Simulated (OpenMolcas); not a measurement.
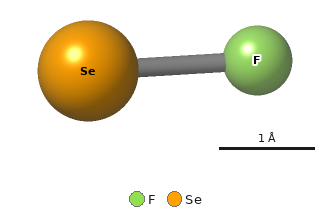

Figure 1. The structure as given in the input (ball-and-stick view, seen at a tilt).

## Run report: SeF, single-point calculation (part 1 of 2)

System: SeF (Selenium monofluoride), multiplicity 2, SMILES F[Se].
Method: CASPT2/ANO-RCC-VDZP, DKH2 (OpenMolcas 26.06).

The geometry comes from this level: GFN2-xTB.

## Log
```
--- Start Module: gateway ---

                                              &GATEWAY

                       available to each process: 1.9 GB of memory, 1 thread

++    Symmetry information:
      ---------------------

                    Character Table for C1

                             E
                    a        1  x, y, xy, Rz, z, xz, Ry, yz, Rx, I
--

++    Basis set information:
      ----------------------

      Basis set label: F.ANO-RCC...3S2P1D.

      Electronic valence basis set:
      ------------------
      Associated Effective Charge   9.000000 au
      Associated Actual Charge      9.000000 au
      Nuclear Model: Point charge

      Shell  nPrim  nBasis  Cartesian Spherical Contaminant
         s      14       3        X
         p       9       2        X
         d       4       1                 X

      Basis set label: SE.ANO-RCC...5S4P2D.

      Electronic valence basis set:
      ------------------
      Associated Effective Charge  34.000000 au
      Associated Actual Charge     34.000000 au
      Nuclear Model: Point charge

      Shell  nPrim  nBasis  Cartesian Spherical Contaminant
         s      20       5        X
         p      17       4        X
         d      11       2                 X
--

++    Molecular structure info:
      -------------------------

                    ************************************************
                    **** Cartesian Coordinates / bohr, angstrom ****
                    ************************************************

     Center  Label                x              y              z                     x              y              z
        1      F1               0.000000       0.000000       0.000000              0.000000       0.000000       0.000000
        2      SE2              0.000000       0.000000       3.415888              0.000000       0.000000       1.807610
--

            Nuclear Potential Energy             89.58139556 au

--- Stop Module: gateway /rc=_RC_ALL_IS_WELL_ ---
--- Module gateway spent 1 second ---

--- Start Module: seward ---

                                              &SEWARD

                       available to each process: 1.9 GB of memory, 1 thread

               SEWARD will generate:
                  Multipole Moment integrals up to order  2
                  Kinetic Energy integrals
                  Nuclear Attraction integrals (point charge)
                  One-Electron Hamiltonian integrals
                  Velocity integrals
                  Relativistic Douglas-Kroll-Hess integrals:
                    - Parametrization         : EXP
                    - DKH order of Hamiltonian: 2
                    - DKH order of Properties : 0
                         - multipole moment operators
                         - electric potential operators
                         - contact operators
                  Orbital angular momentum around (  0.0000   0.0000   2.7598 )
                  Velocity quadrupole around (  0.0000   0.0000   2.7598 )
                  Atomic mean-field integrals
                  RI decomposed two-electron repulsion integrals stored Cholesky style
                   - acCD auxiliary basis
                   - CD Threshold:   1.00E-04

                   Integrals are discarded if absolute value <: 1.00E-14
                   Integral cutoff threshold is set to       <: 1.00E-16

            Nuclear Potential Energy             89.58139556 au

      Basis set specifications :
      Symmetry species         a
      Basis functions           41

--- Stop Module: seward /rc=_RC_ALL_IS_WELL_ ---
--- Module seward spent 1 second ---

--- Start Module: rasscf ---

                                              &RASSCF

                       available to each process: 1.9 GB of memory, 1 thread

      Header of the ONEINT file:
      --------------------------

      OrdInt status: non-squared

      Cartesian coordinates in angstrom:
      -----------------------------------------------------
      No.  Label        X            Y            Z
      -----------------------------------------------------
       1   F1         0.00000000   0.00000000   0.00000000
       2   SE2        0.00000000   0.00000000   1.80761000
      -----------------------------------------------------
      Nuclear repulsion energy =   89.58139556

++    Wave function specifications:
      -----------------------------

      Number of closed shell electrons          38
      Number of electrons in active shells       5
      Max number of holes in RAS1 space          0
      Max nr of electrons in RAS3 space          0
      Number of inactive orbitals               19
      Number of active orbitals                  4
      Number of secondary orbitals              18
      Spin quantum number                      0.5
      State symmetry                             1
--

++    Orbital specifications:
      -----------------------

      Symmetry species                           1
                                                 a
      Frozen orbitals                            0
      Inactive orbitals                         19
      Active orbitals                            4
      RAS1 orbitals                              0
      RAS2 orbitals                              4
      RAS3 orbitals                              0
      Secondary orbitals                        18
      Deleted orbitals                           0
      Number of basis functions                 41
--

++    CI expansion specifications:
      ----------------------------

      Number of CSFs                            20
      Number of determinants                    24
      Number of root(s) required                 1
      Root chosen for geometry opt.              1
      CI root used                               1

      highest root included in the CI            1
      max. size of the explicit Hamiltonian     20
--

++    Optimization specifications:
      ----------------------------

      RASSCF algorithm: LK RI/DF
      Maximum number of macro iterations       200
      Maximum number of SX iterations          100
      Threshold for RASSCF energy            1.000E-08
      Threshold for max MO rotation          1.000E-01
      Threshold for max BLB element          1.000E-04
      Level shift parameter                  5.000E-01
      Make Quasi-Newton update
--

      The MO-coefficients are taken from the file:
      step2.RasOrb
      Title: RASSCF average (pseudo-natural) orbitals

      Total molecular charge    0.00

      ************************************************************************************************************************
      *                                            Wave function control section                                             *
      ************************************************************************************************************************

                                         RASSCF iterations: Energy and convergence statistics
                                         ----------------------------------------------------

          iter iter root      energy       change     param      element    value   shift minimum  type update hh:mm:ss
 Nr of preliminary CI iterations:   1
      Total energies have been shifted. Add                -2000.00 au
        1   1    4    1  -527.53752044    0.00E+00   5.93E-06   16  36 1  2.11E-05   0.36   0.00    SX    NO    0:00:00
        2   1    3    1  -527.53752044   -6.48E-10   4.61E-06   18  31 1  3.61E-06   0.36   0.00    SX    NO    0:00:00
        3   1    3    1  -527.53752044   -9.19E-11   3.23E-06   18  35 1  5.41E-06   0.36   0.00    SX    NO    0:00:00
        4   1    3    1  -527.53752044   -6.09E-11   2.65E-06   18  31 1  1.99E-06   0.36   0.00    SX    NO    0:00:00
      Convergence after  4 iterations
        5   1    3    1  -527.53752044   -1.36E-11   2.65E-06   18  31 1  1.70E-06   0.36   0.00    SX    NO    0:00:00

      ************************************************************************************************************************
                                                      Wave function printout:
                       occupation of active orbitals, and spin coupling of open shells (u,d: Spin up or down)
      ************************************************************************************************************************

      Note: transformation to natural orbitals
      has been made, which may change the order of the CSFs.

      printout of CI-coefficients larger than  0.05 for root  1
      energy=   -2527.537520
      conf/sym  1111     Coeff  Weight
             1  22u0  -0.98501 0.97025
            12  20u2  -0.14814 0.02194
            17  uu2d  -0.06144 0.00377

      Natural orbitals and occupation numbers for root  1
      sym 1:   1.992648   1.947834   1.006867   0.052650

      ************************************************************************************************************************
      *                                                    Final results                                                     *
      ************************************************************************************************************************

++    Final optimization conditions:
      ------------------------------

      Average CI energy                           -2527.53752044
      RASSCF energy for state  1                  -2527.53752044
      Super-CI energy                                -0.00000000
      RASSCF energy change                           -0.00000000
      Max change in MO coefficients              -3.014E-06
      Max non-diagonal density matrix element     2.651E-06
      Maximum BLB matrix element                  1.703E-06
      (orbital pair  18,  31 in symmetry   1)
      Norm of electronic gradient            4.279E-06
--

      Final state energy(ies):
      ------------------------

::    RASSCF root number  1 Total energy:  -2527.53752044
      Von Neumann Entropy (Root   1) =  0.67903

      Mulliken population analysis for root number:  1
      -----------------------------------------------

++    Molecular charges:
      ------------------

      Mulliken charges per centre
      ---------------------------

                F1      SE2
      Total    9.3541 33.6459

      N-E     -0.3541  0.3541

      Total electronic charge=   43.000000

      Total            charge=   -0.000000
--

      Expectation values of various properties for root number:  1
      -----------------------------------------------------------

++    Molecular properties:
      ---------------------
```
